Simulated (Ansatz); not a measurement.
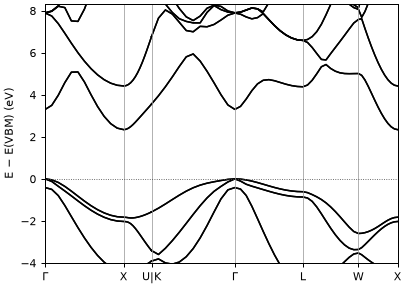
Band structure from the program Ansatz at the r²SCAN with spin–orbit coupling level (PAW)

Q: Read off the gap and where the band edges lie.

A: About 2.3 eV (2.34 eV by a search for the band edges); maximum at Γ, minimum at X.

The material is MgSe (rock salt, Fm-3m).

The r²SCAN relaxation kept the symmetry of its start.

Potentials: the later of the program's two PAW sets.
